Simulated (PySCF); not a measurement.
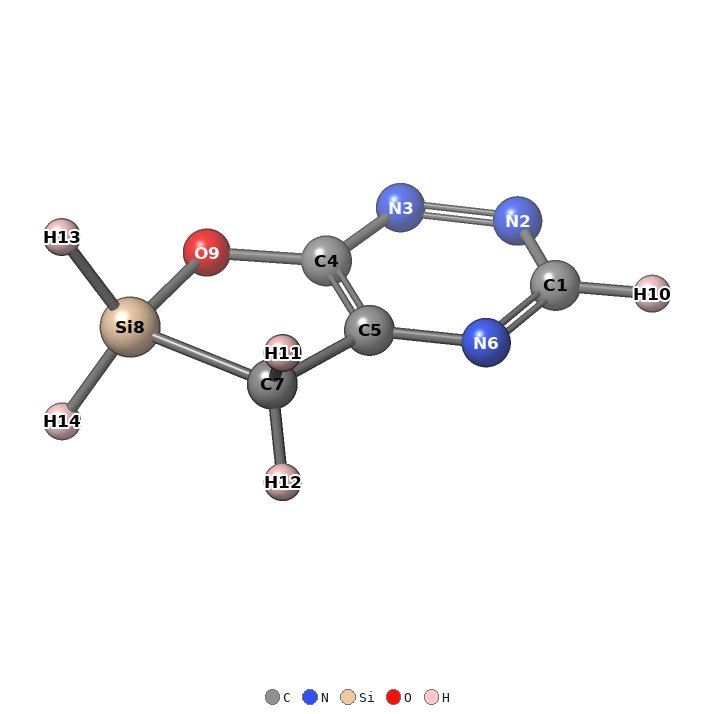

Depth is shown by fading: the farther an atom, the more it takes the colour of the background. The computed structure is the end point of a GFN2-xTB optimisation. No frequency run is at hand to confirm it as a minimum.

**How is the 5-membered ring C4–C5–C7–Si8–O9 puckered?**

It is planar. The Cremer–Pople amplitude Q is 0.00 Å.

**Give the torsion angles round the ring, beginning with the bond from its second to its third atom.**

0°, 0°, 0°, 0°, 0°.
